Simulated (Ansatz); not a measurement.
Consider Cl2F2Ti.

Input

```
crystal:
  periodic: [false, false, false]
  atoms:
    - {symbol: Ti, position_ang: [0.078547, -0.000209, 0.055033]}
    - {symbol: F, position_ang: [0.095854, -0.014415, 1.783294]}
    - {symbol: F, position_ang: [1.708901, 0.008568, -0.518773]}
    - {symbol: Cl, position_ang: [-0.946229, 1.789186, -0.645146]}
    - {symbol: Cl, position_ang: [-0.937063, -1.783130, -0.674407]}
basis:
  gaussian: {orbitals: def2-TZVP, initial_orbitals: start.molden}
hamiltonian: {xc: pbe0, dispersion: d4}
scf: {omitted_lower_state_checks: [starts]}
output: {orbitals: {seedname: orbitals}}
```

Command:

```sh
ansatz run in.yaml --threads 4 --pin off --events-out ev --progress --plain --max-ram 3916MiB
```

Geometry: B3LYP-D4/def2-SVP.

The calculation used Ansatz 0.2.0, RKS PBE0-D4/def2-TZVP.

> What can the converged electron density and electron localisation function tell about the bonding?

Ti–F (1.73 Å): ρ at the midpoint is about 1.2 e/Å³; the ELF peaks at about 0.80 in the valence shell of F, 0.5 Å from its nucleus, and drops to about 0.25 between the two atoms.
Ti–Cl (2.18 Å): ρ at the midpoint is about 0.74 e/Å³; the ELF peaks at about 0.85 in the valence shell of Cl, 0.8 Å from its nucleus, and is about 0.50 at the midpoint.

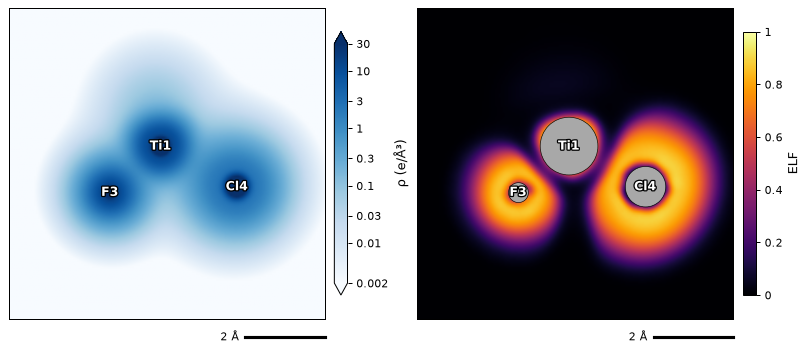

Computed electron density and electron localisation function on the plane of atoms F3, Ti1 and Cl4, in this order. Grey discs cover the atomic cores in the ELF map. 
